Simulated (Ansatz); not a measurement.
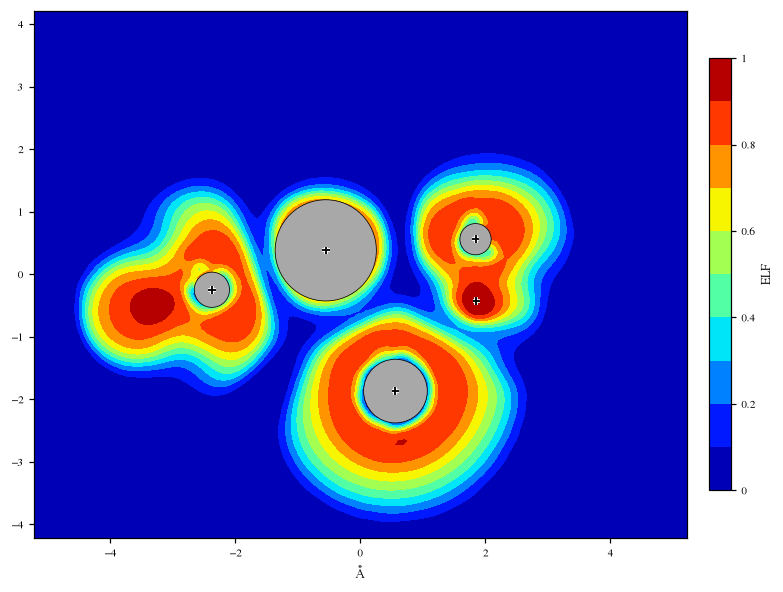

The electron localisation function on a plane through atoms (crosses mark nuclei in the plane; grey discs cover the cores).

Method: Ansatz, RKS PBE/def2-SVP.

Candidates:
A. ClFH$_{4}$HfO$_{3}$
B. ClF$_{3}$Zr···HBr

### Which candidate gave the map?

Candidate A: ClFH$_{4}$HfO$_{3}$ on the plane of atoms Hf1, F9 and H10, which holds Hf, Cl, O, F and H. Hf–O (1.93 Å): the ELF peaks at about 0.80 in the valence shell of O, 0.5 Å from its nucleus, and drops to about 0.20 between the two atoms. Hf–F (2.40 Å): the ELF is about 0.10 at the midpoint.
